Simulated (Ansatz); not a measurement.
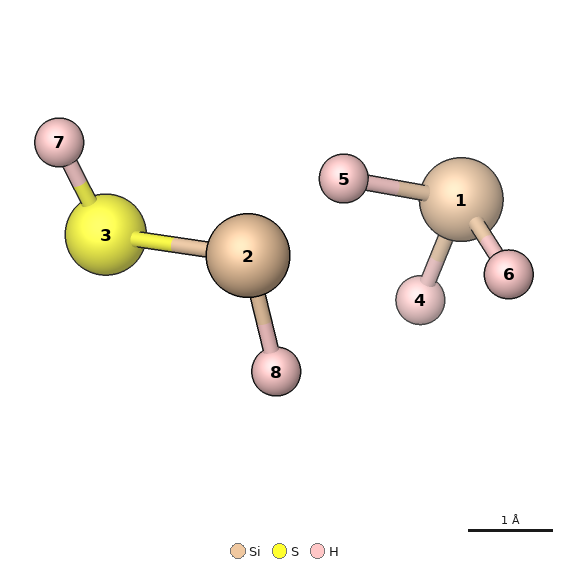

Orthographic view. Depth is shown by fading: the farther an atom, the more it takes the colour of the background. State: charge −1, singlet. The computed structure is the end point of a PBE-D4/def2-SVPD optimisation. No frequency run is at hand to confirm it as a minimum.

Write the connection table.

Si1: H4, H5, H6
Si2: S3, H8
S3: Si2, H7
H4: Si1
H5: Si1
H6: Si1
H7: S3
H8: Si2
